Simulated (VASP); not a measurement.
Band structure of C (diamond). Calculation: rev-vdW-DF2, VASP's PBE PAW potentials (set 64) (plane waves; VASP).

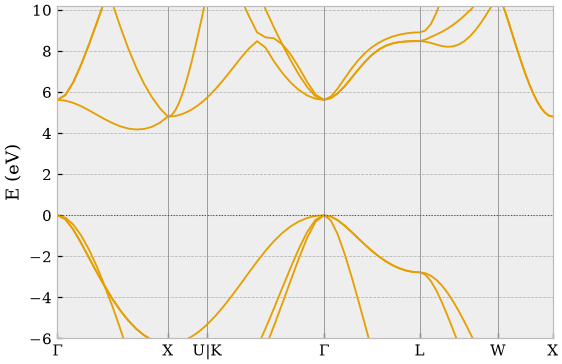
Figure: Bands along high-symmetry lines, zero at the valence-band maximum or, without a gap, the Fermi level

Question: Read the plot: is there a gap, and where are the band edges?

Answer: The gap is indirect, 4.17 eV, from the valence maximum at Γ to the conduction minimum at Γ-X at 0.71. (Edges off the drawn lines would not show.)

The compound is C in the diamond structure. It was relaxed first.
